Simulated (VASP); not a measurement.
Band structure of Ru (hcp). Level of theory: PBE GGA with D3 dispersion (Becke-Johnson damping), VASP's PBE PAW potentials (set 64) (plane waves; VASP).

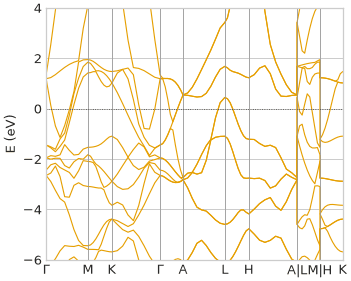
Figure: Bands along high-symmetry lines, zero at the valence-band maximum or, without a gap, the Fermi level

Read the plot: is there a gap, and where are the band edges?

It has no gap at this level: it comes out as a metal or semimetal. (Edges off the drawn lines would not show.)

The compound is Ru in the hcp structure. It was relaxed first.
